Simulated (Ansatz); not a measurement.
## Molecular dynamics, with input and output: ZnH3ClO3 (part 4 of 4)

Continued. System: ZnH3ClO3. Method: RKS PBE/def2-SVP (Ansatz 0.2.0). It belongs to a series of runs on one base structure; here: dynamics from the highest image of the converged band.

Geometry of the input (Å):
```
Zn -0.6374  0.2858  -0.6640
O  0.9116  -0.8921  -0.9173
Cl -2.3229  1.3163  -1.4457
H  1.1387  -0.3156  0.1275
O  0.6936  0.4790  1.0124
O  -0.4510  -0.4153  1.4137
H  1.5463  -0.6211  -1.6071
H  -0.8789  0.1629  2.0804
```

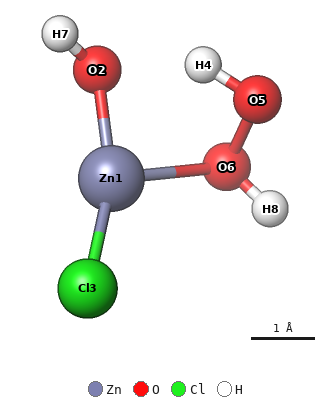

Fig. 1: The geometry at step 162 of the log (ball-and-stick view, seen at a tilt; atoms are numbered from 1 in the order of the input).

Trajectory as extended XYZ, continued
```
8
Properties=species:S:1:pos:R:3:forces:R:3 step=125 time_fs=62.5 energy=-67097.23093 temperature=145.4
Zn   -0.6548    0.2039   -0.7249   -0.7165   0.3042  -0.3610
O     0.8744   -0.7890   -0.9570   -0.0411   0.0365   0.0826
Cl   -2.3414    1.3804   -1.4641    0.5255  -0.3792   0.3975
H     1.2280   -0.0073    0.5533    0.3923  -0.4105  -0.5095
O     0.7921    0.5144    1.2853   -0.0667   0.2711   0.3201
O    -0.3854   -0.3692    1.4556   -0.0804   0.2460  -0.0131
H     1.1688   -0.7852   -1.8862    0.1444   0.0376   0.1245
H    -0.8249    0.1480    2.1653   -0.1575  -0.1057  -0.0411
8
Properties=species:S:1:pos:R:3:forces:R:3 step=128 time_fs=64.0 energy=-67097.24034 temperature=157.4
Zn   -0.6571    0.2019   -0.7288   -0.6812   0.2874  -0.3274
O     0.8767   -0.7875   -0.9544    0.0154   0.0479  -0.1066
Cl   -2.3419    1.3818   -1.4625    0.5174  -0.3779   0.3891
H     1.2296   -0.0060    0.5484    0.2656  -0.2457  -0.2881
O     0.7983    0.5136    1.2962    0.0615   0.0978   0.0733
O    -0.3841   -0.3651    1.4552   -0.0878   0.2083  -0.0668
H     1.1804   -0.7844   -1.8855    0.0690   0.0498   0.3373
H    -0.8317    0.1509    2.1594   -0.1598  -0.0675  -0.0108
8
Properties=species:S:1:pos:R:3:forces:R:3 step=132 time_fs=66.0 energy=-67097.25131 temperature=171.5
Zn   -0.6604    0.1994   -0.7341   -0.6184   0.2629  -0.2520
O     0.8798   -0.7854   -0.9511   -0.0374   0.0685   0.0692
Cl   -2.3420    1.3834   -1.4601    0.4993  -0.3719   0.3723
H     1.2394   -0.0110    0.5342   -0.0839   0.1324   0.2585
O     0.8067    0.5126    1.3107    0.3665  -0.2883  -0.5105
O    -0.3825   -0.3593    1.4546   -0.1212   0.1522  -0.1367
H     1.1983   -0.7816   -1.8740    0.1102   0.0645   0.2046
H    -0.8459    0.1526    2.1511   -0.1150  -0.0204  -0.0053
8
Properties=species:S:1:pos:R:3:forces:R:3 step=136 time_fs=68.0 energy=-67097.25504 temperature=176.5
Zn   -0.6641    0.1970   -0.7397   -0.5273   0.2184  -0.1939
O     0.8827   -0.7831   -0.9475   -0.1783   0.0944   0.4509
Cl   -2.3415    1.3845   -1.4573    0.4690  -0.3572   0.3528
H     1.2465   -0.0118    0.5289   -0.2535   0.2834   0.5106
O     0.8159    0.5109    1.3241    0.4461  -0.4511  -0.7503
O    -0.3812   -0.3530    1.4537   -0.1653   0.1241  -0.1777
H     1.2206   -0.7763   -1.8555    0.2214   0.0787  -0.1459
H    -0.8644    0.1534    2.1425   -0.0122   0.0094  -0.0466
8
Properties=species:S:1:pos:R:3:forces:R:3 step=140 time_fs=70.0 energy=-67097.27067 temperature=196.5
Zn   -0.6681    0.1947   -0.7453   -0.4079   0.1510  -0.1849
O     0.8852   -0.7806   -0.9430   -0.1820   0.1141   0.4127
Cl   -2.3405    1.3853   -1.4540    0.4237  -0.3318   0.3329
H     1.2449   -0.0027    0.5417   -0.1203   0.1104   0.2853
O     0.8261    0.5082    1.3358    0.2011  -0.2944  -0.4467
O    -0.3803   -0.3465    1.4523   -0.1681   0.1001  -0.2299
H     1.2509   -0.7680   -1.8412    0.1620   0.0938  -0.1017
H    -0.8833    0.1547    2.1321    0.0915   0.0568  -0.0676
8
Properties=species:S:1:pos:R:3:forces:R:3 step=143 time_fs=71.5 energy=-67097.27843 temperature=206.4
Zn   -0.6713    0.1931   -0.7496   -0.3067   0.0938  -0.1957
O     0.8869   -0.7785   -0.9389   -0.0779   0.1266   0.1388
Cl   -2.3395    1.3856   -1.4514    0.3815  -0.3068   0.3168
H     1.2404    0.0072    0.5588    0.1181  -0.1666  -0.1274
O     0.8341    0.5057    1.3438   -0.1223  -0.0325   0.0380
O    -0.3799   -0.3414    1.4509   -0.1287   0.0708  -0.2941
H     1.2777   -0.7594   -1.8330    0.0006   0.1010   0.1667
H    -0.8954    0.1570    2.1227    0.1353   0.1138  -0.0431
8
Properties=species:S:1:pos:R:3:forces:R:3 step=147 time_fs=73.5 energy=-67097.27894 temperature=207.3
Zn   -0.6757    0.1910   -0.7554   -0.1708   0.0244  -0.1867
O     0.8889   -0.7755   -0.9332   -0.0010   0.1426  -0.0220
Cl   -2.3378    1.3858   -1.4476    0.3196  -0.2697   0.2908
H     1.2391    0.0140    0.5760    0.3253  -0.4136  -0.5234
O     0.8445    0.5023    1.3547   -0.4236   0.1918   0.4847
O    -0.3796   -0.3345    1.4485   -0.0658   0.0383  -0.3760
H     1.3131   -0.7446   -1.8160   -0.1346   0.1053   0.3241
H    -0.9071    0.1641    2.1090    0.1509   0.1810   0.0086
8
Properties=species:S:1:pos:R:3:forces:R:3 step=151 time_fs=75.5 energy=-67097.29581 temperature=228.9
Zn   -0.6802    0.1889   -0.7614   -0.0483  -0.0276  -0.1236
O     0.8909   -0.7722   -0.9275   -0.1179   0.1445   0.2623
Cl   -2.3357    1.3856   -1.4434    0.2553  -0.2306   0.2574
H     1.2488    0.0065    0.5755    0.1317  -0.2048  -0.2292
O     0.8540    0.4993    1.3666   -0.2820  -0.0398   0.1563
O    -0.3794   -0.3275    1.4451   -0.0612   0.0589  -0.3890
H     1.3442   -0.7258   -1.7881   -0.0327   0.1180   0.0496
H    -0.9130    0.1779    2.0954    0.1551   0.1814   0.0161
8
Properties=species:S:1:pos:R:3:forces:R:3 step=155 time_fs=77.5 energy=-67097.30465 temperature=240.3
Zn   -0.6847    0.1867   -0.7674    0.0600  -0.0668  -0.0360
O     0.8926   -0.7685   -0.9211   -0.2300   0.1299   0.5371
Cl   -2.3334    1.3852   -1.4390    0.1865  -0.1878   0.2191
H     1.2633   -0.0084    0.5669   -0.1933   0.1599   0.2963
O     0.8628    0.4961    1.3788    0.0307  -0.4299  -0.4542
O    -0.3795   -0.3203    1.4408   -0.1045   0.1426  -0.3287
H     1.3741   -0.7024   -1.7583    0.0971   0.1364  -0.2121
H    -0.9130    0.1984    2.0823    0.1533   0.1156  -0.0215
8
Properties=species:S:1:pos:R:3:forces:R:3 step=158 time_fs=79.0 energy=-67097.30803 temperature=244.8
Zn   -0.6881    0.1851   -0.7719    0.1395  -0.0968   0.0136
O     0.8935   -0.7655   -0.9156   -0.1393   0.1311   0.4256
Cl   -2.3315    1.3848   -1.4355    0.1297  -0.1515   0.1899
H     1.2701   -0.0165    0.5665   -0.2984   0.2958   0.4669
O     0.8694    0.4932    1.3873    0.1482  -0.5870  -0.6821
O    -0.3796   -0.3148    1.4370   -0.1221   0.2196  -0.2712
H     1.3984   -0.6815   -1.7404    0.0179   0.1283  -0.1037
H    -0.9091    0.2169    2.0720    0.1245   0.0606  -0.0390
8
Properties=species:S:1:pos:R:3:forces:R:3 step=162 time_fs=81.0 energy=-67097.32097 temperature=261.3
Zn   -0.6925    0.1829   -0.7780    0.2537  -0.1481   0.0415
O     0.8945   -0.7612   -0.9074    0.0877   0.1600   0.0794
Cl   -2.3288    1.3841   -1.4307    0.0469  -0.0974   0.1531
H     1.2698   -0.0178    0.5808   -0.1719   0.2124   0.2782
O     0.8784    0.4880    1.3973    0.0626  -0.5330  -0.5317
O    -0.3801   -0.3068    1.4315   -0.0959   0.3068  -0.2095
H     1.4306   -0.6495   -1.7187   -0.2207   0.0824   0.2066
H    -0.9001    0.2434    2.0571    0.0376   0.0169  -0.0176
8
Properties=species:S:1:pos:R:3:forces:R:3 step=166 time_fs=83.0 energy=-67097.32850 temperature=271.0
Zn   -0.6968    0.1806   -0.7840    0.3742  -0.2108   0.0513
O     0.8957   -0.7566   -0.8989    0.0982   0.1699   0.0220
Cl   -2.3261    1.3833   -1.4257   -0.0395  -0.0399   0.1178
H     1.2636   -0.0118    0.6045    0.1580  -0.1032  -0.2682
O     0.8876    0.4816    1.4061   -0.2167  -0.2445   0.0080
O    -0.3809   -0.2982    1.4254   -0.0519   0.3813  -0.1478
H     1.4550   -0.6143   -1.6902   -0.2608   0.0572   0.1983
H    -0.8898    0.2707    2.0416   -0.0616  -0.0100   0.0186
8
Properties=species:S:1:pos:R:3:forces:R:3 step=170 time_fs=85.0 energy=-67097.32699 temperature=269.2
Zn   -0.7008    0.1782   -0.7900    0.4754  -0.2652   0.0893
O     0.8970   -0.7515   -0.8903   -0.1149   0.1217   0.2760
Cl   -2.3235    1.3824   -1.4206   -0.1230   0.0162   0.0806
H     1.2629   -0.0094    0.6186    0.3354  -0.2982  -0.6008
O     0.8963    0.4746    1.4148   -0.3577  -0.0639   0.3350
O    -0.3817   -0.2886    1.4190   -0.0541   0.4589  -0.0675
H     1.4702   -0.5767   -1.6551   -0.0452   0.0910  -0.1267
H    -0.8816    0.2974    2.0267   -0.1159  -0.0605   0.0142
8
Properties=species:S:1:pos:R:3:forces:R:3 step=174 time_fs=87.0 energy=-67097.33627 temperature=281.0
Zn   -0.7046    0.1756   -0.7959    0.5330  -0.2934   0.1714
O     0.8982   -0.7462   -0.8811   -0.1426   0.0940   0.3355
Cl   -2.3209    1.3816   -1.4154   -0.2004   0.0686   0.0399
H     1.2738   -0.0170    0.6120    0.1013  -0.0877  -0.2354
O     0.9042    0.4673    1.4242   -0.1186  -0.2673  -0.0401
O    -0.3827   -0.2779    1.4124   -0.1000   0.5074  -0.0076
H     1.4834   -0.5357   -1.6242    0.0521   0.0942  -0.2477
H    -0.8777    0.3219    2.0122   -0.1247  -0.1159  -0.0159
8
Properties=species:S:1:pos:R:3:forces:R:3 step=177 time_fs=88.5 energy=-67097.33819 temperature=283.5
Zn   -0.7072    0.1736   -0.8003    0.5532  -0.3015   0.2438
O     0.8988   -0.7420   -0.8737    0.0777   0.1468   0.1099
Cl   -2.3192    1.3810   -1.4114   -0.2548   0.1056   0.0091
H     1.2850   -0.0254    0.6003   -0.1704   0.1417   0.1867
O     0.9099    0.4615    1.4313    0.1313  -0.4803  -0.4576
O    -0.3836   -0.2691    1.4074   -0.1268   0.4943  -0.0063
H     1.4941   -0.5027   -1.6068   -0.0865   0.0160  -0.0670
H    -0.8779    0.3375    2.0010   -0.1238  -0.1225  -0.0186
8
Properties=species:S:1:pos:R:3:forces:R:3 step=181 time_fs=90.5 energy=-67097.33303 temperature=277.0
Zn   -0.7104    0.1707   -0.8060    0.5758  -0.3154   0.3201
O     0.8999   -0.7362   -0.8636    0.3607   0.2415  -0.1973
Cl   -2.3171    1.3803   -1.4062   -0.3234   0.1522  -0.0277
H     1.2938   -0.0317    0.5915   -0.3578   0.2601   0.4539
O     0.9179    0.4527    1.4397    0.2690  -0.5702  -0.6823
O    -0.3851   -0.2564    1.4008   -0.1307   0.4160  -0.0480
H     1.5049   -0.4586   -1.5850   -0.2745  -0.1121   0.1638
H    -0.8823    0.3543    1.9856   -0.1192  -0.0721   0.0174
8
Properties=species:S:1:pos:R:3:forces:R:3 step=185 time_fs=92.5 energy=-67097.34021 temperature=286.1
Zn   -0.7133    0.1676   -0.8115    0.6105  -0.3455   0.3570
O     0.9017   -0.7297   -0.8539    0.2913   0.2214  -0.1788
Cl   -2.3153    1.3798   -1.4010   -0.3866   0.1949  -0.0568
H     1.2899   -0.0288    0.5987   -0.2368   0.1117   0.2463
O     0.9264    0.4426    1.4466    0.1004  -0.3904  -0.3928
O    -0.3868   -0.2426    1.3940   -0.1364   0.3332  -0.0681
H     1.5061   -0.4184   -1.5581   -0.1641  -0.1166   0.0413
H    -0.8912    0.3685    1.9709   -0.0783  -0.0087   0.0519
8
Properties=species:S:1:pos:R:3:forces:R:3 step=189 time_fs=94.5 energy=-67097.33898 temperature=284.5
Zn   -0.7158    0.1643   -0.8168    0.6440  -0.3782   0.3711
O     0.9043   -0.7228   -0.8447    0.0304   0.1077   0.0011
Cl   -2.3140    1.3795   -1.3958   -0.4410   0.2312  -0.0796
H     1.2775   -0.0222    0.6142    0.0847  -0.1996  -0.2981
O     0.9351    0.4316    1.4526   -0.2545  -0.0461   0.2380
O    -0.3890   -0.2280    1.3871   -0.1885   0.2943  -0.0246
H     1.5016   -0.3822   -1.5302    0.1075  -0.0235  -0.2513
H    -0.9029    0.3822    1.9581    0.0174   0.0143   0.0434
8
Properties=species:S:1:pos:R:3:forces:R:3 step=192 time_fs=96.0 energy=-67097.33079 temperature=274.1
Zn   -0.7174    0.1617   -0.8206    0.6484  -0.3874   0.3882
O     0.9063   -0.7174   -0.8378    0.0061   0.0912  -0.0376
Cl   -2.3133    1.3794   -1.3920   -0.4731   0.2518  -0.0952
H     1.2695   -0.0214    0.6197    0.2488  -0.3407  -0.5634
O     0.9412    0.4232    1.4574   -0.4342   0.1207   0.5486
O    -0.3908   -0.2166    1.3819   -0.2481   0.2732   0.0181
H     1.5001   -0.3561   -1.5146    0.1561  -0.0273  -0.2849
H    -0.9114    0.3928    1.9496    0.0959   0.0184   0.0263
8
Properties=species:S:1:pos:R:3:forces:R:3 step=196 time_fs=98.0 energy=-67097.33211 temperature=275.7
Zn   -0.7193    0.1581   -0.8255    0.6138  -0.3695   0.4376
O     0.9090   -0.7099   -0.8287    0.2706   0.2138  -0.3514
Cl   -2.3129    1.3796   -1.3870   -0.5008   0.2683  -0.1163
H     1.2667   -0.0311    0.6097    0.1611  -0.1911  -0.2796
O     0.9486    0.4122    1.4648   -0.3584   0.0039   0.2909
O    -0.3939   -0.2008    1.3750   -0.3069   0.2100   0.0253
H     1.5025   -0.3228   -1.5024   -0.0309  -0.1852  -0.0401
H    -0.9195    0.4076    1.9391    0.1516   0.0497   0.0337
8
Properties=species:S:1:pos:R:3:forces:R:3 step=200 time_fs=100.0 energy=-67097.32797 temperature=270.4
Zn   -0.7207    0.1542   -0.8302    0.5539  -0.3316   0.5028
O     0.9124   -0.7020   -0.8205    0.4693   0.2887  -0.5486
Cl   -2.3130    1.3800   -1.3821   -0.5119   0.2723  -0.1357
H     1.2696   -0.0476    0.5898   -0.0677   0.0999   0.2986
O     0.9551    0.4012    1.4729   -0.1380  -0.2640  -0.2863
O    -0.3977   -0.1846    1.3681   -0.3154   0.1218  -0.0159
H     1.5040   -0.2964   -1.4921   -0.1323  -0.2953   0.1101
H    -0.9219    0.4244    1.9300    0.1420   0.1083   0.0750
```

Summary

| quantity | value |
| --- | --- |
| outcome | finished |
| mean temperature over the second half | 217 K |
| trajectory | 200 steps, 100 fs |
| ensemble | nve |
| temperature in the input | 100.0 K |
| time step | 0.5 fs |
| potential energy (last step) | −67097.3280 eV |
| mean-field energy (last step) | −67097.3280 eV |
| largest force (length of the vector) (last step) | 0.818 eV/Å |
| hardware | 2 threads of Arm Neoverse V1, 24 GiB of memory available, shared host |
| wall time | 6.7 min (CPU time 13 min) |
| peak memory | 0.16 GiB |

Remarks

So short a trajectory is not equilibrated.
